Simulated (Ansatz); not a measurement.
**Phonons of ZnGeW in the AlB2 type**

The plan: relax ZnGeW in the AlB2 type, check its phonons, and, if the lattice is stable, compute its Eliashberg function and ρ(T).

Program: Ansatz 0.2.0. Level of theory: DFT PBEsol, scalar-relativistic, plane waves, PAW; PAW set soft_1. Results are calculated unless marked as measured.

The structure was built from a prototype and need not be the compound's stable phase.

## 1. Set-up

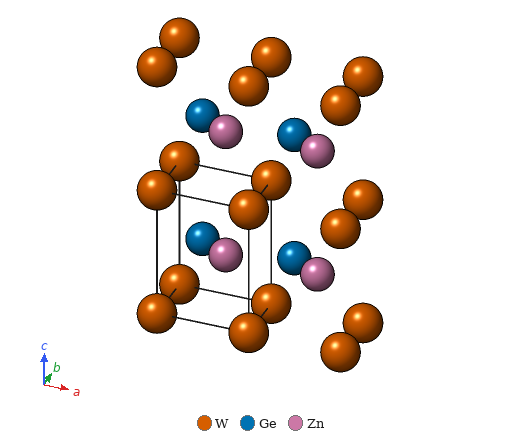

Start, viewed slightly off an axis; tungsten orange, germanium blue, zinc pink. 2×1×2 cells are drawn. Some periodic images of atoms are drawn too.

Structure file:

```cif
data_structure
_symmetry_space_group_name_H-M 'P-6m2'
_symmetry_Int_Tables_number 187
_cell_length_a 3.8894
_cell_length_b 3.8894
_cell_length_c 4.0839
_cell_angle_alpha 90.000
_cell_angle_beta 90.000
_cell_angle_gamma 120.000
_cell_volume 53.50
loop_
_atom_site_label
_atom_site_type_symbol
_atom_site_symmetry_multiplicity
_atom_site_Wyckoff_symbol
_atom_site_fract_x
_atom_site_fract_y
_atom_site_fract_z
_atom_site_occupancy
W1 W 1 a 0.00000 0.00000 0.00000 1
Ge1 Ge 1 d 0.33333 0.66667 0.50000 1
Zn1 Zn 1 f 0.66667 0.33333 0.50000 1
```

## 2. Rough relaxation

Large forces or a large pressure at the start call for a first relaxation with loose thresholds.

input.yaml reads:

```yaml
crystal:
  lattice:
    - [3.88944, 0.0, 0.0]
    - [-1.94472, 3.36835, 0.0]
    - [0.0, 0.0, 4.08391]
  atoms:
    - { symbol: W, position: [0.0, 0.0, 0.0] }
    - { symbol: Ge, position: [0.33333333, 0.66666667, 0.5] }
    - { symbol: Zn, position: [0.66666667, 0.33333333, 0.5] }
kpoints:
  mp_grid: { grid: [6, 6, 6] }
hamiltonian:
  xc: pbesol
  pseudopotentials: { kind: paw, azcp: { folder: soft_1 }, xc_functional: pbe }
scf:
  occupations: { method: gaussian, width: 0.1 }
output:
  forces: true
  stress: true
  eigenvalues: true
relax:
  adjacent_minimum: "off"
  f_tol: 0.05
  max_steps: 80
  cell: { stress_tol: 0.5 }
```

Run with:

```console
ansatz run input.yaml --threads 4 --pin off --max-ram 12288MiB --backend cpu --events-out ev --progress --plain --runs-dir out
```

Numbers of over 12 decimals in the logs are rounded to 6 here.

The program printed:

```text
The last accepted step is kept in <dir> (removed where the run ends without a failure and the disk answers)
Engine: ansatz 0.2.0, aarch64-unknown-linux-gnu
Pseudopotentials: kind: paw
Pseudopotential: W, paw, valence charge 14, recommended cutoff 420 eV (normal), soft_1/W.paw.azcp
Pseudopotential: Ge, paw, valence charge 14, recommended cutoff 420 eV (normal), soft_1/Ge.paw.azcp
Pseudopotential: Zn, paw, valence charge 12, recommended cutoff 420 eV (normal), soft_1/Zn.paw.azcp
Functional definition: PBEsol
  exchange = pbesol_x
  correlation = pbesol_c
Crystal: 3 atoms, lattice volume = 53.503 Å³
Basis set: ecut = 420 eV, 1081 PW (Γ), exchange–correlation on 54×54×60 points (8 copies of the dense FFT grid, shifted against one another)
Bands: 24, of which v1, the nominal top of the filled ones, is band 20 counted from 1 (19 counted from 0)
Symmetry: 12 space group operations
Space group: P-6m2 (ITA 187), of the structure as read, at distance tolerance 3.8e-5 Å
k-points: 28 of 216 (time reversal used)
Non-local potential: W, projectors of the file, l = 0: 3, l = 1: 2, l = 2: 2, l = 3: 1
Non-local potential: Ge, projectors of the file, l = 0: 2, l = 1: 2, l = 2: 3, l = 3: 1
Non-local potential: Zn, projectors of the file, l = 0: 2, l = 1: 2, l = 2: 3, l = 3: 1
PAW form: soft (Blöchl's): semilocal exchange-correlation on the pseudo side does not see the compensation charge
PAW frozen core: W, regenerated for the run's functional, and the local potential with it (the file was generated under x = pbe(κ = 0.804, μ = 0.219515), c = pbe(β = 0.066725))
PAW frozen core: Ge, regenerated for the run's functional, and the local potential with it (the file was generated under x = pbe(κ = 0.804, μ = 0.219515), c = pbe(β = 0.066725))
PAW frozen core: Zn, regenerated for the run's functional, and the local potential with it (the file was generated under x = pbe(κ = 0.804, μ = 0.219515), c = pbe(β = 0.066725))
PAW one-centre angular grid: W, 590 points (default); XC on 64 Gauss nodes
PAW one-centre angular grid: Ge, 590 points (default); XC on 64 Gauss nodes
PAW one-centre angular grid: Zn, 590 points (default); XC on 64 Gauss nodes
Initial density: superposition of atomic densities (chi_scale 0.1, normalization cell, long waves kept (reshape's long-wave potential 0.00 eV rms))
Initial wavefunctions: pseudopotential atomic-orbital guess
Functional: x = pbesol(κ = 0.804, μ = 0.123457), c = pbesol(β = 0.046)
SCF iter   1: F=—  HF=-17789.252449 eV  |F-HF|=—  |Δ(HF+E_count)|=         —  Δρ=7.08e-2  dr2=6.03e0  ethr=3.10e-3  ⟨swp⟩=5.2  Hψ=3125  notcnv=0
preconditioner: auto → Kerker (q_TF=auto, 2.599 Å⁻¹)  [metal: Δε(μ)=0.013 eV  Ē_g=14.372 eV  σ=0.100 eV  W_gap=0.07  n_scr=20 (ndim 8)  ℏωp=28.7 eV  f_vac=0.000  D(μ)=3.97/eV (n_scr^D=52)]
SCF iter   2: F=—  HF=-17788.219298 eV  |F-HF|=—  |Δ(HF+E_count)|=    1.03e0  Δρ=2.39e-2  dr2=4.73e-1  ethr=3.10e-3  ⟨swp⟩=2.4  Hψ=1092  notcnv=0
SCF iter   3: F=—  HF=-17788.132713 eV  |F-HF|=—  |Δ(HF+E_count)|=   8.66e-2  Δρ=1.05e-2  dr2=3.04e-2  ethr=1.18e-3  ⟨swp⟩=2.0  Hψ=1136  notcnv=0
SCF iter   4: F=—  HF=-17788.126361 eV  |F-HF|=—  |Δ(HF+E_count)|=   6.35e-3  Δρ=6.53e-3  dr2=1.26e-2  ethr=7.59e-5  ⟨swp⟩=2.0  Hψ=1182  notcnv=0
SCF iter   5: F=—  HF=-17788.124742 eV  |F-HF|=—  |Δ(HF+E_count)|=   1.62e-3  Δρ=1.69e-3  dr2=1.39e-3  ethr=3.14e-5  ⟨swp⟩=2.3  Hψ=1046  notcnv=0
SCF iter   6: F=—  HF=-17788.124193 eV  |F-HF|=—  |Δ(HF+E_count)|=   5.49e-4  Δρ=5.71e-4  dr2=2.24e-4  ethr=3.49e-6  ⟨swp⟩=2.0  Hψ=858  notcnv=0
SCF iter   7: F=—  HF=-17788.124183 eV  |F-HF|=—  |Δ(HF+E_count)|=   1.02e-5  Δρ=3.50e-4  dr2=3.82e-5  ethr=5.60e-7  ⟨swp⟩=2.0  Hψ=965  notcnv=0
SCF iter   8: F=—  HF=-17788.124180 eV  |F-HF|=—  |Δ(HF+E_count)|=   2.91e-6  Δρ=1.78e-4  dr2=1.85e-5  ethr=9.54e-8  ⟨swp⟩=3.0  Hψ=1263  notcnv=0
SCF iter   9: F=—  HF=-17788.124176 eV  |F-HF|=—  |Δ(HF+E_count)|=   4.15e-6  Δρ=4.80e-5  dr2=1.48e-6  ethr=4.63e-8  ⟨swp⟩=2.0  Hψ=837  notcnv=0
SCF iter  10: F=—  HF=-17788.124176 eV  |F-HF|=—  |Δ(HF+E_count)|=   3.46e-8  Δρ=2.44e-5  dr2=2.04e-7  ethr=3.70e-9  ⟨swp⟩=2.8  Hψ=1110  notcnv=0
SCF iter  11: F=-17788.124176 eV  HF=-17788.124176 eV  |F-HF|=3.80e-8  |Δ(HF+E_count)|=   2.87e-9  Δρ=8.92e-6  dr2=3.03e-8  ethr=2.50e-10  ⟨swp⟩=4.0  Hψ=2232  notcnv=0
SCF 1 converged in 11 iterations: F = -17788.124176 eV  dr2 = 3.03e-8
  greatest PAW one-centre occupation: 0.999 electrons in one spin orbital (limit 2), on the W atom at site 0 (counted from 0), in its partial waves of l = 0
relax step   1: F+E_penalty+E_count = -17788.12417597 eV  Δ(F+E_penalty+E_count) = +0.000e0 eV  max|allowed force component| = 9.252e-17 eV/Å  Δτ_max = 0.0000 Å  P = -12.958 GPa  Ω = 53.503 Å³  (11 SCF iters, dr2 threshold 1.00e-7 eV, accepted)
Crystal: 3 atoms, lattice volume = 50.512 Å³
Basis set: ecut = 420 eV, 997 PW (Γ), exchange–correlation on 54×54×60 points (8 copies of the dense FFT grid, shifted against one another)
Initial density: handed on by an earlier stage of this run
Initial wavefunctions: those handed on with the density
iter 1 solved again at ethr=3.41e-5 eV; its pass at ethr=3.10e-3 eV (dr2=1.36e-2 eV) is discarded
SCF iter   1: F=—  HF=-17788.611709 eV  |F-HF|=—  |Δ(HF+E_count)|=         —  Δρ=5.86e-3  dr2=1.34e-2  ethr=3.41e-5  ⟨swp⟩=2.0  Hψ=3759  notcnv=0
preconditioner: auto → Kerker (q_TF=auto, 2.624 Å⁻¹)  [metal: Δε(μ)=0.060 eV  Ē_g=13.753 eV  σ=0.100 eV  W_gap=0.32  n_scr=20 (ndim 8)  ℏωp=29.6 eV  f_vac=0.000  D(μ)=2.11/eV (n_scr^D=20)]
SCF iter   2: F=—  HF=-17788.609074 eV  |F-HF|=—  |Δ(HF+E_count)|=   2.63e-3  Δρ=2.78e-3  dr2=2.72e-3  ethr=3.34e-5  ⟨swp⟩=2.0  Hψ=811  notcnv=0
SCF iter   3: F=—  HF=-17788.608686 eV  |F-HF|=—  |Δ(HF+E_count)|=   3.88e-4  Δρ=1.40e-3  dr2=8.60e-4  ethr=6.79e-6  ⟨swp⟩=2.0  Hψ=938  notcnv=0
SCF iter   4: F=—  HF=-17788.608413 eV  |F-HF|=—  |Δ(HF+E_count)|=   2.74e-4  Δρ=5.19e-4  dr2=6.96e-5  ethr=2.15e-6  ⟨swp⟩=2.0  Hψ=935  notcnv=0
SCF iter   5: F=—  HF=-17788.608402 eV  |F-HF|=—  |Δ(HF+E_count)|=   1.01e-5  Δρ=1.36e-4  dr2=5.51e-6  ethr=1.74e-7  ⟨swp⟩=2.0  Hψ=975  notcnv=0
SCF iter   6: F=—  HF=-17788.608401 eV  |F-HF|=—  |Δ(HF+E_count)|=   1.20e-6  Δρ=2.74e-5  dr2=4.55e-7  ethr=1.38e-8  ⟨swp⟩=2.0  Hψ=1118  notcnv=0
SCF iter   7: F=-17788.608401 eV  HF=-17788.608401 eV  |F-HF|=4.84e-10  |Δ(HF+E_count)|=   3.76e-7  Δρ=1.83e-5  dr2=1.03e-7  ethr=7.50e-10  ⟨swp⟩=5.9  Hψ=3032  notcnv=0
SCF 2 converged in 7 iterations: F = -17788.608401 eV  dr2 = 1.03e-7
[...]
SCF iter   7: F=-17789.026968 eV  HF=-17789.026968 eV  |F-HF|=6.98e-9  |Δ(HF+E_count)|=   2.87e-7  Δρ=1.94e-5  dr2=1.20e-7  ethr=7.50e-10  ⟨swp⟩=6.5  Hψ=3248  notcnv=0
SCF 3 converged in 7 iterations: F = -17789.026968 eV  dr2 = 1.20e-7
relax step   3: F+E_penalty+E_count = -17789.02696798 eV  Δ(F+E_penalty+E_count) = -4.186e-1 eV  max|allowed force component| = 8.635e-17 eV/Å  Δτ_max = 0.0000 Å  P = -5.671 GPa  Ω = 48.057 Å³  energy of the carried Pulay correction = +2.087e-3 eV  (7 SCF iters, dr2 threshold 3.00e-7 eV, accepted)
[... from here on, the SCF cycles and remarks between the steps are left out ...]
relax step   4: F+E_penalty+E_count = -17789.38622640 eV  Δ(F+E_penalty+E_count) = -3.593e-1 eV  max|allowed force component| = 6.785e-17 eV/Å  Δτ_max = 0.0000 Å  P = -2.220 GPa  Ω = 46.099 Å³  energy of the carried Pulay correction = +2.896e-3 eV  (7 SCF iters, dr2 threshold 3.00e-7 eV, accepted)
relax step   5: F+E_penalty+E_count = -17789.72998388 eV  Δ(F+E_penalty+E_count) = -3.438e-1 eV  max|allowed force component| = 1.226e-16 eV/Å  Δτ_max = 0.0000 Å  P = -0.473 GPa  Ω = 44.720 Å³  energy of the carried Pulay correction = +3.490e-3 eV  (9 SCF iters, dr2 threshold 3.00e-7 eV, accepted)
relax step   6: F+E_penalty+E_count = -17790.05456340 eV  Δ(F+E_penalty+E_count) = -3.246e-1 eV  max|allowed force component| = 5.628e-17 eV/Å  Δτ_max = 0.0000 Å  P = +1.598 GPa  Ω = 43.501 Å³  energy of the carried Pulay correction = +4.030e-3 eV  (6 SCF iters, dr2 threshold 3.00e-7 eV, accepted)
relax step   7: F+E_penalty+E_count = -17790.34983200 eV  Δ(F+E_penalty+E_count) = -2.953e-1 eV  max|allowed force component| = 5.320e-17 eV/Å  Δτ_max = 0.0000 Å  P = +3.307 GPa  Ω = 42.739 Å³  energy of the carried Pulay correction = +4.380e-3 eV  (7 SCF iters, dr2 threshold 3.00e-7 eV, accepted)
relax step   8: F+E_penalty+E_count = -17790.67063758 eV  Δ(F+E_penalty+E_count) = -3.208e-1 eV  max|allowed force component| = 4.106e-17 eV/Å  Δτ_max = 0.0000 Å  P = +7.657 GPa  Ω = 41.862 Å³  energy of the carried Pulay correction = +4.788e-3 eV  (6 SCF iters, dr2 threshold 3.00e-7 eV, accepted)
relax step   9: F+E_penalty+E_count = -17790.83595120 eV  Δ(F+E_penalty+E_count) = -1.653e-1 eV  max|allowed force component| = 3.547e-17 eV/Å  Δτ_max = 0.0000 Å  P = +0.854 GPa  Ω = 43.738 Å³  energy of the carried Pulay correction = +3.969e-3 eV  (6 SCF iters, dr2 threshold 3.00e-7 eV, accepted)
relax step  10: F+E_penalty+E_count = -17790.83774111 eV  Δ(F+E_penalty+E_count) = -1.790e-3 eV  max|allowed force component| = 3.412e-17 eV/Å  Δτ_max = 0.0000 Å  P = -2.079 GPa  Ω = 44.305 Å³  energy of the carried Pulay correction = +3.720e-3 eV  (6 SCF iters, dr2 threshold 3.00e-7 eV, accepted)
relax step  11: F+E_penalty+E_count = -17790.84502776 eV  Δ(F+E_penalty+E_count) = -7.287e-3 eV  max|allowed force component| = 6.476e-17 eV/Å  Δτ_max = 0.0000 Å  P = -0.165 GPa  Ω = 43.890 Å³  energy of the carried Pulay correction = +3.901e-3 eV  (6 SCF iters, dr2 threshold 3.00e-7 eV, accepted)
Basis set: ecut = 420 eV, 879 PW (Γ), exchange–correlation on 60×60×36 points (8 copies of the dense FFT grid, shifted against one another)
Initial wavefunctions: pseudopotential atomic-orbital guess (no wavefunctions were taken with the density)
iter 1 solved again at ethr=2.81e-7 eV; its pass at ethr=3.10e-3 eV (dr2=1.13e-4 eV) is discarded
SCF iter   1: F=—  HF=-17790.854218 eV  |F-HF|=—  |Δ(HF+E_count)|=         —  Δρ=1.89e-3  dr2=5.14e-5  ethr=2.81e-7  ⟨swp⟩=2.8  Hψ=4757  notcnv=0
preconditioner: auto → none  [metal: Δε(μ)=0.081 eV  Ē_g=14.419 eV  σ=0.100 eV  W_gap=0.43  n_scr=8 (ndim 8)  ℏωp=31.7 eV  f_vac=0.000  D(μ)=0.88/eV (n_scr^D=6)]
SCF iter   2: F=—  HF=-17790.854730 eV  |F-HF|=—  |Δ(HF+E_count)|=   5.12e-4  Δρ=1.01e-3  dr2=3.67e-5  ethr=1.29e-7  ⟨swp⟩=2.0  Hψ=1072  notcnv=0
SCF iter   3: F=—  HF=-17790.854894 eV  |F-HF|=—  |Δ(HF+E_count)|=   1.64e-4  Δρ=2.81e-4  dr2=6.89e-6  ethr=9.16e-8  ⟨swp⟩=2.0  Hψ=881  notcnv=0
SCF iter   4: F=—  HF=-17790.854892 eV  |F-HF|=—  |Δ(HF+E_count)|=   2.26e-6  Δρ=3.67e-5  dr2=1.51e-7  ethr=1.72e-8  ⟨swp⟩=2.0  Hψ=966  notcnv=0
SCF iter   5: F=—  HF=-17790.854896 eV  |F-HF|=—  |Δ(HF+E_count)|=   4.12e-6  Δρ=7.92e-6  dr2=3.15e-9  ethr=3.76e-10  ⟨swp⟩=2.0  Hψ=1120  notcnv=0
SCF iter   6: F=-17790.854896 eV  HF=-17790.854896 eV  |F-HF|=1.09e-11  |Δ(HF+E_count)|=   1.03e-8  Δρ=1.06e-6  dr2=1.51e-10  ethr=7.50e-12  ⟨swp⟩=4.5  Hψ=2395  notcnv=0
SCF 12 converged in 6 iterations: F = -17790.854896 eV  dr2 = 1.51e-10
relax step  12: F+E_penalty+E_count = -17790.85489567 eV  Δ(F+E_penalty+E_count) = -9.868e-3 eV  max|allowed force component| = 5.474e-17 eV/Å  Δτ_max = 0.0000 Å  P = +0.220 GPa  Ω = 43.890 Å³  stress off target by 2.31e-1 GPa  SCF on the basis re-selected at this cell (its energy is not comparable with the rows above)  (6 SCF iters)
basis re-selected at this cell: Δ(F+E_penalty+E_count) = -9.868e-3 eV, ΔP = +0.385 GPa vs the last step (what re-selecting the basis moved, of the pressure what is left beyond the Pulay correction that the steps carried, after the strain that the cell walked since its last selection, with what the two solves' SCF thresholds leave and, on support functions, any second-order correction that the steps lacked; it is no measure of the basis error at this ecutwfc). The dense FFT grid was sized anew with the basis: this SCF ran on 30×30×18 points, the steps before it on 27×27×30, so part of this shift can come from that change (see relax.cell in the input reference). [rest of the remark cut]
SCF converged after 6 iterations
Free energy (F): -17790.854896 eV
Harris-Foulkes:  -17790.854896 eV  (|F-HF|=1.09e-11)
Internal energy: -17790.850506 eV  (E = F + TS)
E sigma→0 (E₀):  -17790.852701 eV
Entropy (-TS):   -0.004390 eV (-1.463 meV/atom)
Fermi energy:    17.179615 eV
--- Per-component energies (eV) ---
  E_band       = -77.427610
  E_kinetic    = 667.568412
  E_local      = -3938.004726  (includes V_loc(G=0)·N_el)
  E_nonlocal   = 1015.719999
  E_hartree    = 1701.135868
  E_xc         = -416.982855
  E_vxc        = -350.698940  (∫ρ·V_xc dr)
  E_paw        = -12282.759758  (= ΣΔE_a)
  E_vpaw       = -874.284092  (= ΣTr[D̂ρ^β])
  E_aug_tail   = -0.000071  (compensation charges beyond the density's cutoff)
  E_ewald      = -4539.464525
  E_core_change = 1.937151  (= ΣΔE_core)
  E_smearing   = -0.004390  (= −TS)
  E_closure    = -0.000000  (closes the sum)
  Σ components = -17790.854896   (vs F -17790.854896, Δ=0.00e0)
--- Forces (eV/Å), atoms counted from 1 ---
  atom   1  W      0.00000000     0.00000000    -0.00000000
  atom   2  Ge    -0.00000000    -0.00000000    -0.00000000
  atom   3  Zn    -0.00000000    -0.00000000     0.00000000
  max |Σ_I F_I| component: 1.12e-16 eV/Å
--- Stress (GPa, compression-positive) ---
        0.231038       0.000000      -0.000000
        0.000000       0.231038      -0.000000
       -0.000000      -0.000000       0.196847
  P = ⅓ Tr σ = 0.2196 GPa (2.196 kbar)
--- Band table (eV; the first three rows and the last of 28) ---
  k-point 0: bands = [... 16 lower, 12.2257, 12.4984, 14.5172, 17.9460, 17.9460, 19.7680, 19.7680, 22.0729]
  k-point 1: bands = [... 16 lower, 12.8807, 13.8902, 15.0279, 16.2988, 16.2988, 20.4214, 21.0556, 21.0556]
  k-point 2: bands = [... 16 lower, 14.2677, 14.2677, 14.7987, 14.7987, 16.3227, 19.6899, 20.1548, 20.1548]
  k-point 27: bands = [... 16 lower, 12.1940, 14.7466, 15.0315, 16.7425, 16.8284, 18.5442, 18.6856, 19.4513]
--- Relaxed structure (11 steps of the walk, 11 accepted, 1 SCFs on fresh bases) ---
  F+E_penalty+E_count = -17790.85489567 eV   max|allowed force component| = 5.474e-17 eV/Å   (the final SCF, on the basis selected at the relaxed cell)
  cell:  # Å, volume = 43.8899 Å³
    - [4.409345, 0, 0.0]
    - [-2.204673, 3.818605, 0.0]
    - [0.0, 0.0, 2.606670]
  atoms:
    - { symbol: W, position: [0, 0, 0.0] }
    - { symbol: Ge, position: [0.333333, 0.666667, 0.500000] }
    - { symbol: Zn, position: [0.666667, 0.333333, 0.500000] }
```

It took 15 s on 4 threads of Arm Neoverse V2, shared host; peak memory 0.42 GiB.

Relaxation path:

```
step  energy less that of the first step (eV)  largest force component (eV/Å)  pressure (GPa)  volume (Å³)
   1                                   0.0000                          0.0000          -12.96        53.50
   2                                  -0.4842                          0.0000           -9.49        50.51
   3                                  -0.9028                          0.0000           -5.67        48.06
   4                                  -1.2620                          0.0000           -2.22        46.10
   5                                  -1.6058                          0.0000           -0.47        44.72
   6                                  -1.9304                          0.0000            1.60        43.50
   7                                  -2.2257                          0.0000            3.31        42.74
   8                                  -2.5465                          0.0000            7.66        41.86
   9                                  -2.7118                          0.0000            0.85        43.74
  10                                  -2.7136                          0.0000           -2.08        44.31
  11                                  -2.7209                          0.0000           -0.16        43.89
 12*                                  -2.7307                          0.0000            0.22        43.89
```

Relaxation steps marked * repeat the geometry before them on a plane-wave basis chosen anew for their cell, so energy and pressure can jump there.

The run keeps the 12 symmetry operations that it works with, so distortions that break them were not tested.

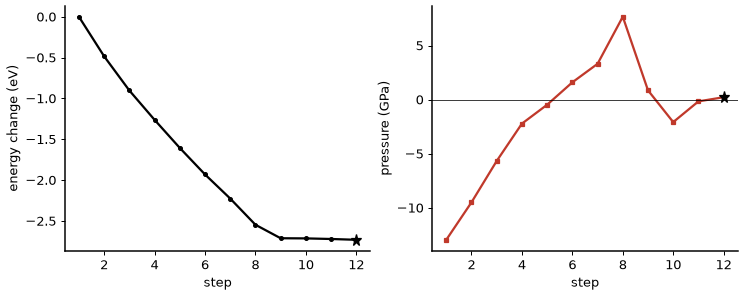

Energy and pressure along the relaxation. Stars mark steps on a basis chosen anew.

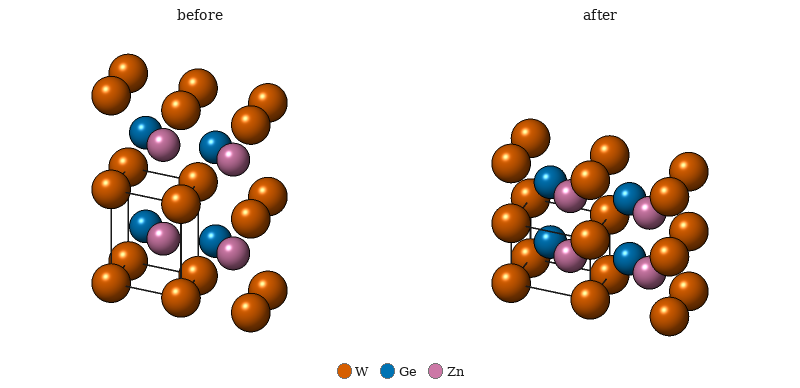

Before and after, at one scale.

| cell as run | before | after | change |
| --- | --- | --- | --- |
| a (Å) | 3.889 | 4.409 | +13.4 % |
| b (Å) | 3.889 | 4.409 | +13.4 % |
| c (Å) | 4.084 | 2.607 | -36.2 % |
| volume (Å³/atom) | 17.83 | 14.63 | -18.0 % |

Final coordinates:

```xyz
3
Lattice="4.4093 0.0000 0.0000 -2.2047 3.8186 0.0000 0.0000 0.0000 2.6067" Properties=species:S:1:pos:R:3 pbc="T T T"
W     0.0000    0.0000    0.0000
Ge    0.0000    2.5457    1.3033
Zn    2.2047    1.2729    1.3033
```

Numbers from this step:

- pressure: 0.2196 GPa
- volume per atom: 14.63 Å³/atom
- metallic on mesh: yes
- gap on the k-mesh: 0 eV

The largest force is now zero by symmetry and the largest stress component 0.23 GPa.

## 3. Relaxing cell and atoms

Lattice constant and positions set the bands and the force constants, so the cell is relaxed first.

input.yaml, the sections that differ from step 2:

```yaml
crystal:
  lattice:
    - [4.4093453179, 0.0, 0.0]
    - [-2.204672659, 3.8186050594, 0.0]
    - [0.0, 0.0, 2.6066699228]
  atoms:
    - { symbol: W, position: [0.0, 0.0, 0.0] }
    - { symbol: Ge, position: [0.3333333333, 0.6666666667, 0.5] }
    - { symbol: Zn, position: [0.6666666667, 0.3333333333, 0.5] }
kpoints:
  mp_grid: { grid: [9, 9, 12] }
relax:
  adjacent_minimum: "off"
  f_tol: 0.005
  max_steps: 80
  cell: { stress_tol: 0.05 }
# hamiltonian, scf, output: as in step 2
```

The program printed:

```text
[the first part of the log is left out]
  E_paw        = -12282.912112  (= ΣΔE_a)
  E_vpaw       = -874.544208  (= ΣTr[D̂ρ^β])
  E_aug_tail   = -0.000074  (compensation charges beyond the density's cutoff)
  E_ewald      = -4537.128590
  E_core_change = 1.937151  (= ΣΔE_core)
  E_smearing   = -0.010204  (= −TS)
  E_closure    = 0.000000  (closes the sum)
  Σ components = -17790.821751   (vs F -17790.821751, Δ=0.00e0)
[...]
--- Stress (GPa, compression-positive) ---
        0.021331      -0.000000      -0.000000
       -0.000000       0.021331      -0.000000
       -0.000000      -0.000000       0.001965
  P = ⅓ Tr σ = 0.0149 GPa (0.149 kbar)
--- Band table (eV; the first three rows and the last of 84) ---
[...]
--- Relaxed structure (3 steps of the walk, 3 accepted, 1 SCFs on fresh bases) ---
[...]
cell:  # Å, volume = 43.9609 Å³
    - [4.403189, 2.882719732180732e-11, 2.466093032927533e-19]
    - [-2.201594, 3.813273, -1.2330465164777473e-19]
    - [1.4578786809072553e-19, 0, 2.618188]
  atoms:
    - { symbol: W, position: [0, 0, 0] }
    - { symbol: Ge, position: [0.333333, 0.666667, 0.500000] }
    - { symbol: Zn, position: [0.666667, 0.333333, 0.500000] }
```

Wall time 10 s (4 threads); peak memory 0.47 GiB.

Relaxation path:

| step | energy less that of the first step (eV) | largest force component (eV/Å) | pressure (GPa) | volume (Å³) |
| --- | --- | --- | --- | --- |
| 1 | 0.0000 | 0.0000 | 0.53 | 43.89 |
| 2 | -0.0007 | 0.0000 | -0.41 | 44.07 |
| 3 | -0.0009 | 0.0000 | 0.02 | 43.96 |
| 4 | -0.0010 | 0.0000 | 0.01 | 43.96 |

The log counts 1 steps on a newly chosen plane-wave basis, not all of them marked here; energy and pressure can jump at such steps.

```
conventional cell, symmetrised  before  after  change
                         a (Å)   4.409  4.403  -0.1 %
                         b (Å)   4.409  4.403  -0.1 %
                         c (Å)   2.607  2.618  +0.4 %
              volume (Å³/atom)   14.63  14.65  +0.2 %
```

Final coordinates:

```xyz
3
Lattice="4.4032 0.0000 0.0000 -2.2016 3.8133 0.0000 0.0000 0.0000 2.6182" Properties=species:S:1:pos:R:3 pbc="T T T"
W     0.0000    0.0000    0.0000
Ge    0.0000    2.5422    1.3091
Zn    2.2016    1.2711    1.3091
```

This step gave:

| Item | Value |
| --- | --- |
| pressure | 0.01488 GPa |
| volume per atom | 14.65 Å³/atom |

The largest force is now zero by symmetry and the largest stress component 0.021 GPa.

[end of part 1 of 3]

[Logs are printed without paths, hosts, clocks, repeated set-up lines and the standing remarks that a program may print on its own settings, such as how far it seeks lower states.]

[Hosts, paths, dates, database ids (printed as entryN), source tags and the programs' standing remarks are cut or masked in the printed files.]
